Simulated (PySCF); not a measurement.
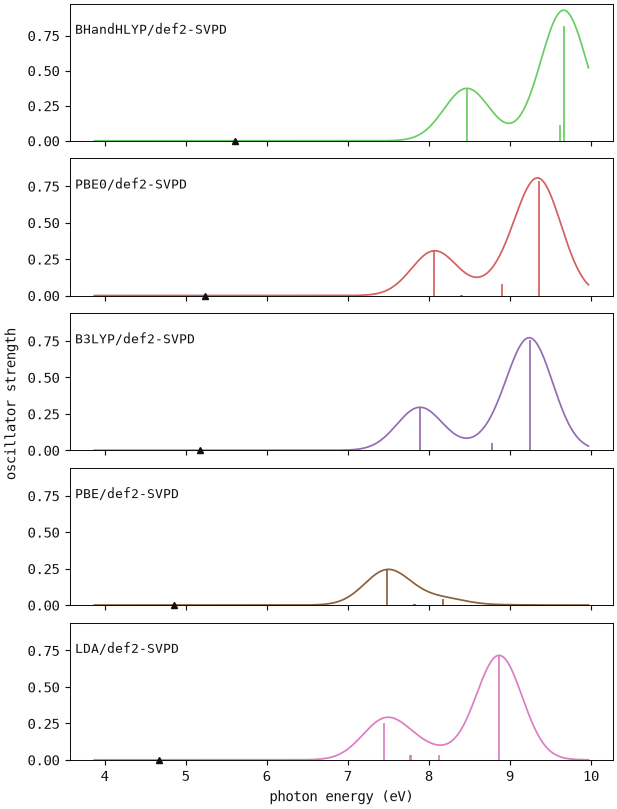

Vertical TDDFT spectra of AlH₃ (aluminum trihydride), SMILES [AlH3], singlet at one geometry and several levels (PySCF 2.14.0, at a PBE0-D3(BJ)/def2-SVP geometry (no frequency check)); sticks with Gaussians of 1/e half-width 0.40 eV, the triangle marks S1, which has the same leading orbital pair at all these levels. Only the lowest states were computed, so the high end is incomplete. States within 0.01 eV of each other are merged, with their strengths summed. The highest state may be half of a pair whose partner wasn't computed.

**How far does S1 move with the level of theory?**

From lowest to highest: LDA/def2-SVPD 4.67 eV, PBE/def2-SVPD 4.85 eV, B3LYP/def2-SVPD 5.18 eV, PBE0/def2-SVPD 5.24 eV, BHandHLYP/def2-SVPD 5.61 eV; a spread of 0.94 eV.

Limits of at least one run: core orbitals are frozen in the response; states above the negative HOMO energy depend on the basis.
